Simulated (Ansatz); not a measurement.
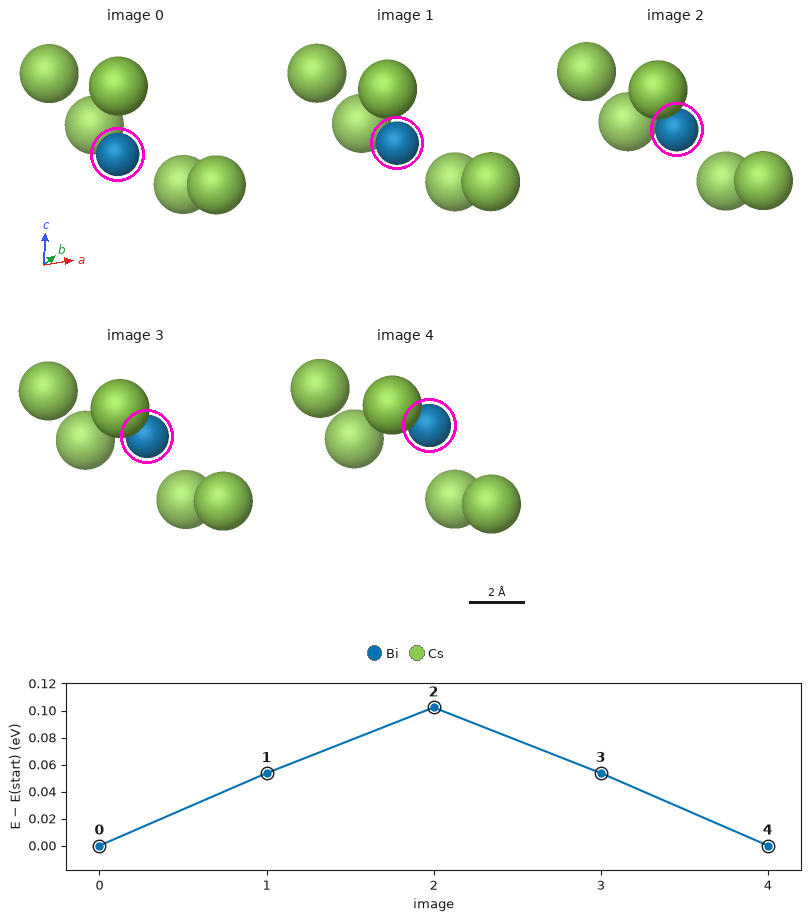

A nudged-elastic-band calculation for a defect cell of composition Cs2Bi with a Bi vacancy (9 atoms in the cell). Images are numbered from 0 (start) to 4 (end). Style: spheres-only. Shown: the atoms within 4.2 Å of the middle of the path, slightly off an axis. The moving atom is ringed, with any periodic copies.

The calculation used DFT, PAW plane waves, PBEsol (Ansatz). Set-up: plane-wave cutoff 420 eV; k-point mesh 2 × 2 × 2; Fermi-Dirac smearing 0.05 eV; 3 movable images; climbing image; force threshold 0.05 eV/Å; iteration limit 40.

Question: Describe the mechanism and the energy profile.

Answer: The two ends have the same energy, and the highest point, image 2, lies 0.102 eV above the start. It is a vacancy jump: a nearby atom moves into the empty site and leaves its own site empty. A Bi atom travels furthest, 2.44 Å from end to end, along [1 1 1], on a path that bends up to 0.14 Å away from the straight line. At the highest image its nearest neighbour (Cs) is 3.89 Å away, against 3.86 Å at the start, and the surrounding atoms stand up to 0.22 Å off the mean of their end positions. The band converged in 4 iterations. The largest component of the band force went from 0.16 to 0.025 eV/Å. The climbing image converged on the top of the path. Its curvatures weren't checked.

Limits of the set-up: the k-point mesh is coarse for a cell with partly filled bands; the periodic images lie only 7.2 Å apart, so the values are limited by the cell's size.

Cost: 71 s on 4 threads of Intel(R) Xeon(R) Platinum 8488C (Sapphire Rapids), on a shared host, peak memory 1.6 GiB.
